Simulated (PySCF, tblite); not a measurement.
# C₄H₁₃Si₂ radical: geometry, infrared bands and EPR parameters

What infrared bands and EPR parameters should C₄H₁₃Si₂ radical (`CC[SiH2][C@H](C)[SiH2]`) show?

Computed with tblite 0.8.0 and PySCF 2.14.0, with density-fitted response routines of our own, on a single molecule in the gas phase. Atoms count from 0, in the outputs and in this text.

## Step 1: The molecule as given

19 atoms, charge 0, multiplicity 2; geometry from: force field or distance geometry start.

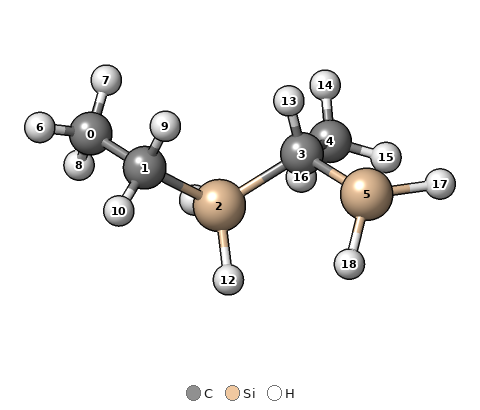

As it starts; carbon grey, silicon light orange, hydrogen white, atoms numbered.

## Step 2: Relaxing the molecule with GFN2-xTB

What the job is given:

```
{"job": {"kind": "relax", "xc": "GFN2-xTB", "basis": "xTB"}, "charge": 0, "multiplicity": 2}
C     -2.773000    -0.376300     0.491700
C     -1.572400    -1.140600     0.002400
Si    -0.234600     0.021400    -0.621300
C      1.224500     0.112800     0.518500
C      1.532800     1.578800     0.736300
Si     2.670100    -0.872100    -0.053700
H     -3.659700    -1.055500     0.539400
H     -2.635600     0.034700     1.510300
H     -3.047300     0.462400    -0.174200
H     -1.178600    -1.734900     0.859700
H     -1.893500    -1.781400    -0.831900
H     -0.899400     1.351700    -0.643300
H      0.126900    -0.310500    -1.987100
H      0.930200    -0.317000     1.517700
H      1.290800     1.870400     1.767900
H      2.607100     1.748300     0.536700
H      0.976900     2.152700    -0.030900
H      3.971200    -0.303900     0.261900
H      2.553900    -1.431700    -1.377100
```

Run with:

```sh
OMP_NUM_THREADS=1 python probes_run.py task.json out
```

This one command runs all jobs of the session in turn.

Standard output:

```text
step      E/eV     max force
  0    -504.66103    1.933
  1    -504.81462    0.704
  2    -504.86861    0.514
  3    -504.91405    0.473
  4    -504.94191    0.380
  5    -504.95846    0.249
  6    -504.97062    0.244
  7    -504.98246    0.333
  8    -504.99529    0.349
  9    -505.00730    0.271
 10    -505.01638    0.198
 11    -505.02280    0.188
 12    -505.02814    0.202
 13    -505.03337    0.176
 14    -505.03837    0.185
 15    -505.04307    0.195
 16    -505.04747    0.181
 17    -505.05149    0.156
 18    -505.05531    0.157
 19    -505.05923    0.164
 20    -505.06313    0.164
 21    -505.06674    0.130
 22    -505.07006    0.128
 23    -505.07336    0.140
 24    -505.07671    0.139
 25    -505.07974    0.140
 26    -505.08215    0.115
 27    -505.08433    0.097
 28    -505.08706    0.130
 29    -505.09078    0.166
 30    -505.09545    0.181
 31    -505.10054    0.178
 32    -505.10632    0.190
 33    -505.11352    0.212
 34    -505.12127    0.217
 35    -505.12858    0.168
 36    -505.12926    0.452
 37    -505.13899    0.187
 38    -505.14345    0.158
 39    -505.15498    0.198
 40    -505.16106    0.198
 41    -505.17500    0.256
 42    -505.18342    0.261
 43    -505.19358    0.288
 44    -505.19299    0.584
 45    -505.20120    0.723
 46    -505.21848    0.162
 47    -505.22623    0.139
 48    -505.23288    0.472
 49    -505.24382    0.143
 50    -505.24671    0.141
 51    -505.25179    0.187
 52    -505.25421    0.093
 53    -505.25723    0.131
 54    -505.25863    0.088
 55    -505.26048    0.082
 56    -505.26222    0.077
 57    -505.26350    0.089
 58    -505.26500    0.097
 59    -505.26644    0.096
 60    -505.26815    0.086
 61    -505.27006    0.086
 62    -505.27190    0.087
 63    -505.27340    0.074
 64    -505.27482    0.082
 65    -505.27660    0.084
 66    -505.27881    0.093
 67    -505.28092    0.094
 68    -505.28261    0.079
 69    -505.28407    0.084
 70    -505.28558    0.104
 71    -505.28708    0.088
 72    -505.28824    0.068
 73    -505.28905    0.060
 74    -505.28989    0.080
 75    -505.29090    0.075
 76    -505.29184    0.065
 77    -505.29261    0.077
 78    -505.29332    0.060
 79    -505.29421    0.061
 80    -505.29527    0.071
 81    -505.29656    0.079
 82    -505.29781    0.075
 83    -505.29905    0.094
 84    -505.30073    0.098
 85    -505.30228    0.084
 86    -505.30336    0.074
 87    -505.30413    0.080
 88    -505.30515    0.063
 89    -505.30612    0.072
 90    -505.30708    0.099
 91    -505.30780    0.064
 92    -505.30855    0.059
 93    -505.30949    0.075
 94    -505.31084    0.100
 95    -505.31208    0.093
 96    -505.31322    0.068
 97    -505.31415    0.076
 98    -505.31494    0.063
 99    -505.31558    0.083
100    -505.31611    0.071
101    -505.31659    0.064
102    -505.31706    0.057
103    -505.31771    0.079
104    -505.31863    0.084
105    -505.31966    0.061
106    -505.32058    0.069
107    -505.32133    0.071
108    -505.32197    0.063
109    -505.32269    0.063
110    -505.32345    0.061
111    -505.32418    0.061
112    -505.32487    0.053
113    -505.32558    0.055
114    -505.32630    0.051
115    -505.32699    0.047
116    -505.32756    0.047
117    -505.32802    0.054
118    -505.32841    0.074
119    -505.32891    0.079
120    -505.32953    0.077
121    -505.33020    0.067
122    -505.33082    0.052
123    -505.33137    0.045
124    -505.33183    0.037
125    -505.33234    0.051
126    -505.33286    0.060
127    -505.33335    0.064
128    -505.33372    0.053
129    -505.33407    0.053
130    -505.33437    0.050
131    -505.33464    0.035
132    -505.33489    0.038
133    -505.33515    0.045
134    -505.33545    0.048
135    -505.33574    0.041
136    -505.33596    0.027
137    -505.33610    0.027
138    -505.33623    0.030
139    -505.33641    0.033
140    -505.33665    0.039
141    -505.33704    0.048
142    -505.33763    0.066
143    -505.33849    0.081
144    -505.33948    0.087
145    -505.34043    0.084
146    -505.34140    0.056
147    -505.34208    0.100
148    -505.34322    0.087
149    -505.34432    0.070
150    -505.34574    0.089
151    -505.34654    0.067
152    -505.34735    0.087
153    -505.34801    0.082
154    -505.34856    0.054
155    -505.34874    0.076
156    -505.34943    0.066
157    -505.34984    0.053
158    -505.35030    0.061
159    -505.35080    0.052
160    -505.35121    0.055
161    -505.35171    0.060
162    -505.35227    0.071
163    -505.35286    0.063
164    -505.35338    0.059
165    -505.35400    0.053
166    -505.35468    0.103
167    -505.35569    0.081
168    -505.35652    0.050
169    -505.35713    0.045
170    -505.35740    0.040
171    -505.35788    0.046
172    -505.35817    0.033
173    -505.35841    0.055
174    -505.35865    0.079
175    -505.35912    0.046
176    -505.35979    0.043
177    -505.36019    0.048
178    -505.36055    0.042
179    -505.36080    0.049
180    -505.36107    0.056
181    -505.36140    0.052
182    -505.36181    0.049
183    -505.36215    0.066
184    -505.36242    0.079
185    -505.36279    0.048
186    -505.36319    0.037
187    -505.36357    0.040
188    -505.36400    0.033
189    -505.36429    0.037
190    -505.36459    0.041
191    -505.36486    0.042
192    -505.36526    0.046
193    -505.36570    0.044
194    -505.36603    0.040
195    -505.36632    0.039
196    -505.36651    0.034
197    -505.36666    0.038
198    -505.36682    0.025
199    -505.36695    0.030
200    -505.36709    0.019
201    -505.36716    0.033
202    -505.36724    0.017
203    -505.36731    0.016
204    -505.36737    0.020
205    -505.36745    0.030
206    -505.36755    0.030
207    -505.36763    0.021
208    -505.36772    0.019
209    -505.36780    0.023
210    -505.36789    0.031
211    -505.36796    0.027
212    -505.36804    0.023
213    -505.36814    0.028
214    -505.36828    0.027
215    -505.36846    0.035
216    -505.36867    0.032
217    -505.36887    0.025
218    -505.36899    0.025
219    -505.36911    0.025
220    -505.36924    0.023
221    -505.36939    0.022
222    -505.36952    0.023
223    -505.36962    0.021
224    -505.36970    0.018
225    -505.36977    0.017
226    -505.36984    0.016
227    -505.36988    0.011
228    -505.36992    0.011
229    -505.36994    0.010
```

It took 1.5 s on 1 thread of Arm Neoverse V2, shared host.

The steps of the relaxation: (not every step is listed)

```
step  energy from step 0 (eV)  largest force (eV/Å)
   0                   0.0000                1.9330
   1                  -0.1536                0.7040
   2                  -0.2076                0.5142
   3                  -0.2530                0.4733
   4                  -0.2809                0.3797
   5                  -0.2974                0.2488
   6                  -0.3096                0.2443
   7                  -0.3214                0.3328
   8                  -0.3343                0.3492
  29                  -0.4298                0.1661
  50                  -0.5857                0.1410
  71                  -0.6261                0.0882
  92                  -0.6475                0.0588
 113                  -0.6646                0.0554
 134                  -0.6744                0.0480
 155                  -0.6877                0.0755
 176                  -0.6988                0.0434
 197                  -0.7056                0.0382
 218                  -0.7080                0.0248
 224                  -0.7087                0.0178
 225                  -0.7087                0.0165
 226                  -0.7088                0.0156
 227                  -0.7089                0.0108
 228                  -0.7089                0.0107
 229                  -0.7089                0.0097
```

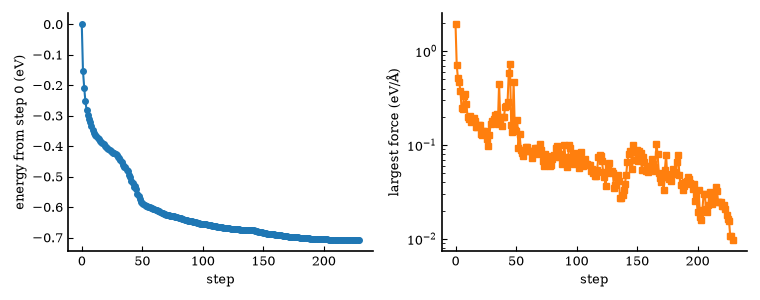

Energy and force, step by step.

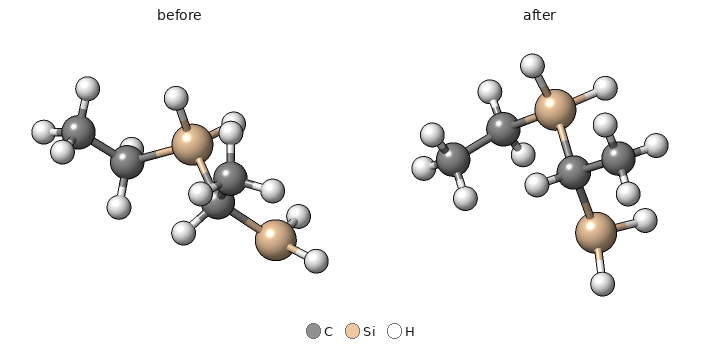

The geometry before (left) and after (right).

Close pairs (by a distance rule), those that changed most:

```
   bond  before (Å)  after (Å)  change (Å)
 C3–Si5       1.840      1.902      +0.062
 Si2–C3       1.854      1.906      +0.052
 C3–H13       1.127      1.095      -0.032
  C0–H6       1.118      1.089      -0.029
  C1–H9       1.115      1.091      -0.024
 C1–Si2       1.879      1.902      +0.024
 C4–H16       1.108      1.088      -0.019
Si2–H12       1.451      1.470      +0.019
```

The end geometry stands in the next job.

## Step 3: Harmonic vibrations with GFN2-xTB

What the job is given:

```
{"job": {"kind": "ir", "xc": "GFN2-xTB", "basis": "xTB"}, "charge": 0, "multiplicity": 2}
C     -2.196701    -1.070653     0.883669
C     -1.672998    -0.935656    -0.540268
Si    -0.521691     0.558463    -0.786477
C      0.858279     0.560122     0.528516
C      1.847518     1.700961     0.289621
Si     1.762855    -1.112506     0.579897
H     -2.882115    -1.912861     0.969573
H     -1.373849    -1.233759     1.577405
H     -2.727414    -0.170016     1.185453
H     -1.152267    -1.854720    -0.813996
H     -2.517193    -0.844237    -1.224043
H     -1.302235     1.804790    -0.704204
H      0.075409     0.481247    -2.127899
H      0.394260     0.724796     1.506365
H      1.336823     2.663437     0.296256
H      2.620297     1.721935     1.058004
H      2.336021     1.591419    -0.676769
H      2.690028    -1.223028     1.706705
H      2.415169    -1.440483    -0.684939
```

Standard output:

```text
mode    cm-1     km/mol
  1      37.4      0.04
  2      66.3      0.01
  3     114.3      0.35
  4     124.5      0.34
  5     180.4      0.70
  6     225.8      0.01
  7     231.7      0.26
  8     247.4      0.72
  9     275.6      0.60
 10     313.6      4.68
 11     467.1     35.57
 12     487.8     31.57
 13     547.4     48.47
 14     572.6     11.77
 15     653.4     58.53
 16     662.4     85.97
 17     725.0     42.93
 18     750.7    342.55
 19     771.6    216.20
 20     794.9    115.94
 21     795.8    205.37
 22     980.1     17.97
 23     993.4     12.79
 24    1022.1      7.32
 25    1040.3     12.65
 26    1067.4     17.92
 27    1082.5      9.97
 28    1135.6     26.86
 29    1246.0      5.74
 30    1272.2      1.18
 31    1297.6      2.56
 32    1415.2      0.87
 33    1423.0      0.23
 34    1486.7      2.10
 35    1509.8      0.97
 36    1514.7      1.18
 37    1515.7      1.31
 38    1519.5      2.99
 39    2179.4    411.72
 40    2204.6    185.74
 41    2245.8    319.29
 42    2272.7    471.57
 43    2918.4     38.77
 44    2970.5     51.60
 45    2989.4     24.36
 46    2991.7     52.18
 47    3001.1     50.05
 48    3008.3     67.41
 49    3017.8     51.63
 50    3021.9     27.74
 51    3028.0     33.42
```

It took 0.64 s on 1 thread of Arm Neoverse V2, shared host.

The strongest bands and the atoms that carry them (share of the mass-weighted mode):

```
cm⁻¹  km/mol                                   atoms
 751   342.6                      H17 30 %, H18 29 %
 772   216.2  H11 16 %, H17 14 %, H12 13 %, H18 13 %
 795   115.9                      H11 38 %, H12 35 %
 796   205.4                       C3 33 %, Si2 18 %
2179   411.7                      H11 84 %, H12 12 %
2205   185.7                      H12 84 %, H11 13 %
2246   319.3                                H17 93 %
2273   471.6                                H18 92 %
```

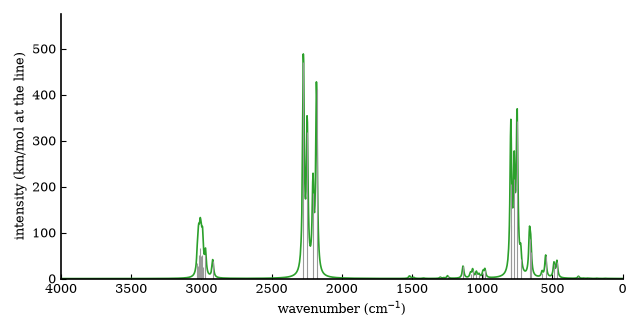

The infrared spectrum from these modes, unscaled. Lines are broadened to a width of 14 cm⁻¹ (Lorentzian).

## Step 4: EPR parameters: B3LYP/pcH-1

Settings changed since step 3:

```diff
@@ -1,2 +1,2 @@
-{"job": {"kind": "ir", "xc": "GFN2-xTB", "basis": "xTB"}, "charge": 0, "multiplicity": 2}
+{"job": {"kind": "epr", "basis": "pcH-1"}, "charge": 0, "multiplicity": 2}
 C     -2.196701    -1.070653     0.883669
```

Level: UKS B3LYP, pcH-1 on C H Si, non-relativistic, mean-field spin-orbit, GIAO.

Standard output:

```text
UKS, coarse grid
  cycle   1  E = -739.16095891  |g| = 4.00e-01
  cycle   2  E = -739.10278227  |g| = 5.10e-01
  cycle   3  E = -739.23743912  |g| = 5.00e-02
  cycle   4  E = -739.23842846  |g| = 2.61e-02
  cycle   5  E = -739.23876667  |g| = 6.66e-03
  cycle   6  E = -739.23878733  |g| = 1.26e-03
  cycle   7  E = -739.23878801  |g| = 6.09e-04
UKS, final grid
  cycle   1  E = -739.23875129  |g| = 7.56e-04
  cycle   2  E = -739.23875104  |g| = 1.04e-03
  cycle   3  E = -739.23875158  |g| = 5.56e-05
  cycle   4  E = -739.23875159  |g| = 2.24e-05
E = -739.23875159 Eh   <S^2> = 0.7516 (exact 0.7500)
g shifts (ppm)      1          2          3
  rmc          -131       -131       -131
  gc             12         27         27
  oz_so         -59       1811       2022
  total        -178       1706       1919
hyperfine (MHz)  atom isotope    a_iso     a_fc   dipolar eigenvalues
    0   13C       2.96       2.96     -0.84     -0.51      1.35
    1   13C       4.65       4.65     -0.86     -0.44      1.30
    2  29Si      -1.24      -1.24     -1.00      0.39      0.61
    3   13C      19.55      19.52     -3.59     -3.48      7.07
    4   13C      41.51      41.51     -2.56     -2.47      5.03
    5  29Si    -410.29    -411.33   -177.96     88.80     89.16
    6    1H      -0.08      -0.08     -1.09     -0.90      1.99
    7    1H       0.35       0.35     -3.57     -2.64      6.21
    8    1H       0.01       0.01     -1.01     -0.82      1.83
    9    1H       2.20       2.20     -3.42     -2.06      5.47
   10    1H       0.91       0.91     -1.03     -0.86      1.89
   11    1H      -1.15      -1.15     -0.89     -0.64      1.53
   12    1H       0.24       0.24     -1.42     -1.16      2.57
   13    1H       0.11       0.10     -4.11     -2.23      6.34
   14    1H      26.90      26.90     -1.85     -0.90      2.75
   15    1H       0.97       0.97     -3.15     -0.93      4.08
   16    1H       0.93       0.93     -3.02     -1.06      4.08
   17    1H      30.06      30.03    -10.24      1.44      8.80
   18    1H      24.51      24.49    -10.34      1.42      8.92
```

Run time: 1.8 min. Hardware: 1 thread of Arm Neoverse V2, shared host; peak memory 0.97 GiB.

Principal g values 2.00214, 2.00403, 2.00424; g(iso) = 2.00347, against 2.00232 for a free electron.

Mean a(iso) over the nuclei that a row names, and the largest dipolar term of the row (other rows stand at the frozen geometry):

```
       nuclei  isotope  a(iso) (MHz)  a(iso) (G, at g = 2.0023)  largest dipolar term (MHz)
          Si5     29Si        -410.3                     -146.4                      -178.0
           C4      13C          41.5                       14.8                         5.0
     H17, H18       1H          27.3                        9.7                       -10.3
           C3      13C          19.6                        7.0                         7.1
H14, H15, H16       1H           9.6                        3.4                         4.1
           C1      13C           4.6                        1.7                         1.3
           C0      13C           3.0                        1.1                         1.3
           H9       1H           2.2                        0.8                         5.5
          Si2     29Si          -1.2                       -0.4                        -1.0
          H11       1H          -1.1                       -0.4                         1.5
          H10       1H           0.9                        0.3                         1.9
          H12       1H           0.2                        0.1                         2.6
          H13       1H           0.1                        0.0                         6.3
   H6, H7, H8       1H           0.1                        0.0                         6.2
```

Mulliken spin populations:

C0 0.00; C1 0.00; Si2 -0.01; C3 0.00; C4 0.01; Si5 0.99; H6 0.00; H7 0.00; H8 0.00; H9 0.00; H10 0.00; H11 0.00; H12 0.00; H13 0.00; H14 0.01; H15 0.00; H16 0.00; H17 0.00; H18 -0.01

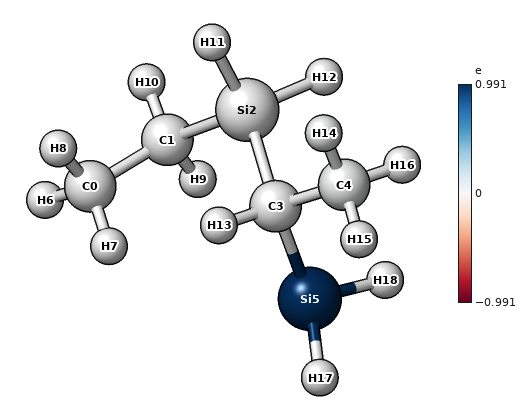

Mulliken spin populations, as colours on the atoms.

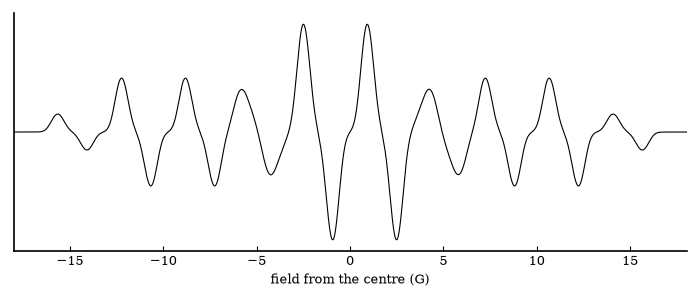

First-order isotropic spectrum (first derivative, main isotopes with spin only, couplings over 0.8 MHz, Gaussian width 0.3 G; couplings of the frozen geometry, rotation of groups not averaged beyond the rows shown).

Orbitals, density, ELF and potential are computed afterwards from the orbital file.

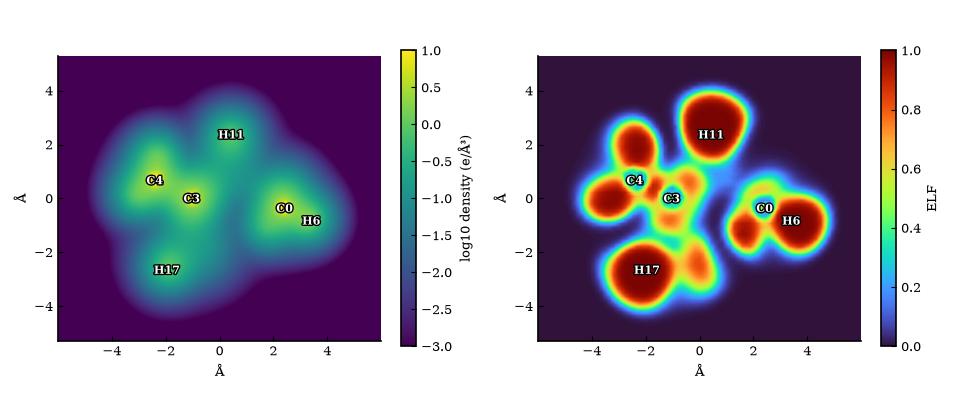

Density (left) and ELF (right) in a plane through or near 6 of the atoms.

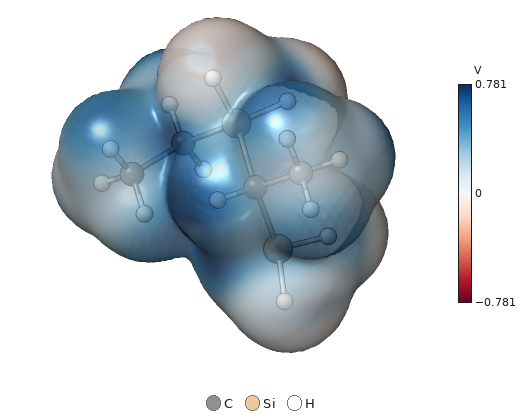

The potential that a unit positive charge feels on the 0.002 e/bohr³ surface, from -0.13 to 0.78 V.

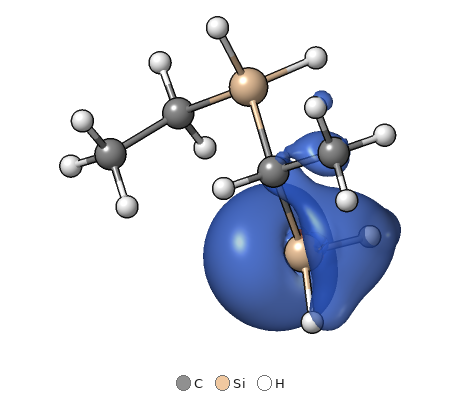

Spin density at ±0.02 e/Å³ (alpha excess blue, beta excess red).

## Step 5: Summary of results

| quantity | value |
| --- | --- |
| strongest single infrared mode (GFN2-xTB) | 2273 cm⁻¹, 472 km/mol |
| zero-point energy (GFN2-xTB) | 94.9 kcal/mol |
| g(iso) (B3LYP) | 2.00347 |
| ⟨S²⟩ | 0.752 (exact 0.75) |
| largest a(iso) (averaged by class) | 29Si on Si5, -410.3 MHz |
| surface potential, least and greatest | -0.13 V and 0.78 V |

**Reading.** The optimisation took 229 steps and gained 0.709 eV; among the close pairs (by a distance rule), C3–Si5 changed most, from 1.840 to 1.902 Å. No mode is imaginary among the 51: a minimum at this level. The strongest single mode, at 2273 cm⁻¹, moves mainly H18. Unscaled tight-binding wavenumbers are off by several per cent, some by more. Its intensities can rank the bands wrongly. Si5 carries the largest spin population, 0.99 e. The isotropic g lies 1.1 ppt above the free-electron value.
